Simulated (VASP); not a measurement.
Band structure of CdF₂ (fluorite). These are optB86b-vdW, VASP's PBE PAW potentials (set 64) (plane waves; VASP 6.6.1) values and carry that method's errors.

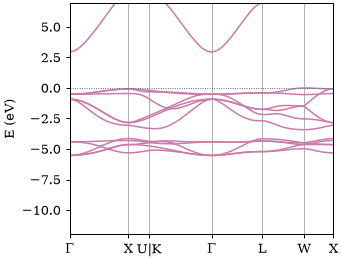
Figure: Bands along high-symmetry lines, zero at the valence-band maximum or, without a gap, the Fermi level

Question: Read the plot: is there a gap, and where are the band edges?

Answer: The gap is indirect, 2.94 eV, from the valence maximum at W to the conduction minimum at Γ. (Edges off the drawn lines would not show.)

Measured: gap 7.80 eV (computed value off by -4.86 eV), as given by Giancarlo Cappellini et al., Physical Review B (2013), arXiv:1302.2571.

The compound is CdF2 in the fluorite structure. It was relaxed first.
